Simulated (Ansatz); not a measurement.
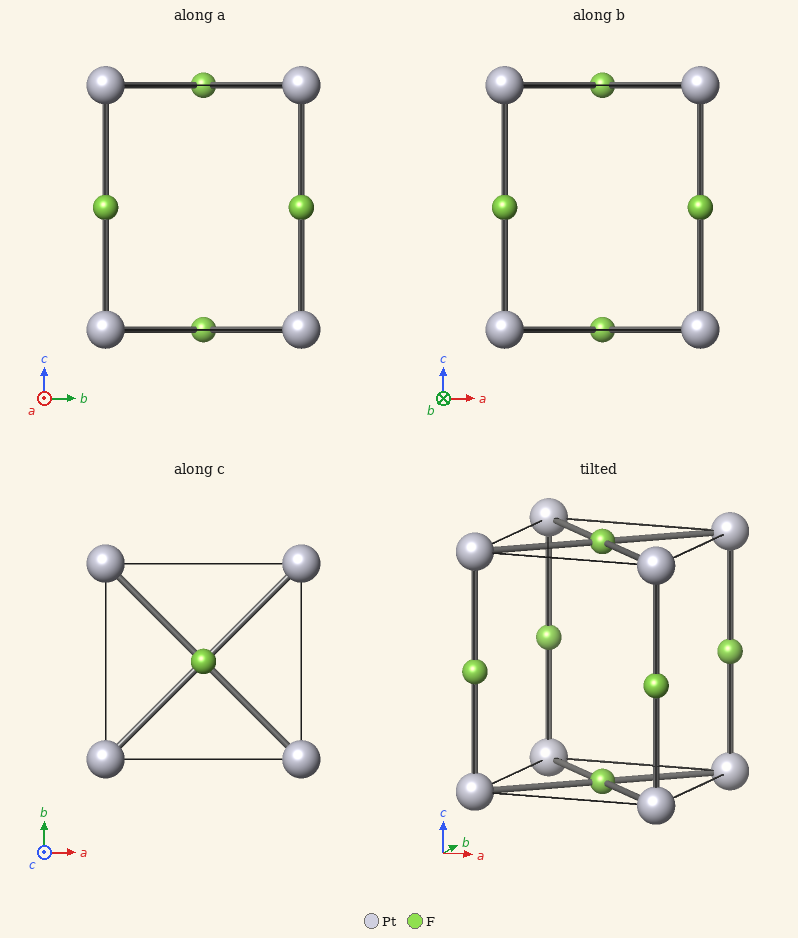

We look at a ball-and-stick model of the crystal along the a axis, along the b axis, along the c axis and slightly off an axis. The box is the conventional unit cell; atoms on or close to its faces, edges and corners are drawn wherever they repeat.

Lattice parameters: a = 3.2832 Å, b = 3.2832 Å, c = 4.0991 Å, α = 90.000°, β = 90.000°, γ = 90.000°.

Q: Give the structure in the form of a CIF in P1 with every atom of the cell.

A:
```cif
data_structure
_symmetry_space_group_name_H-M 'P 1'
_symmetry_Int_Tables_number 1
_cell_length_a 3.2832
_cell_length_b 3.2832
_cell_length_c 4.0991
_cell_angle_alpha 90.000
_cell_angle_beta 90.000
_cell_angle_gamma 90.000
_cell_volume 44.19
loop_
_atom_site_label
_atom_site_type_symbol
_atom_site_fract_x
_atom_site_fract_y
_atom_site_fract_z
_atom_site_occupancy
Pt1 Pt 0.0000 0.0000 0.0000 1
F1 F 0.0000 0.0000 0.5000 1
F2 F 0.5000 0.5000 0.0000 1
```

The cell started as a structure type filled with these elements by a generator (whether the compound takes this form wasn't checked). Earlier steps of the study may have refined or changed the cell and positions. It was run through Ansatz as a DFT input.
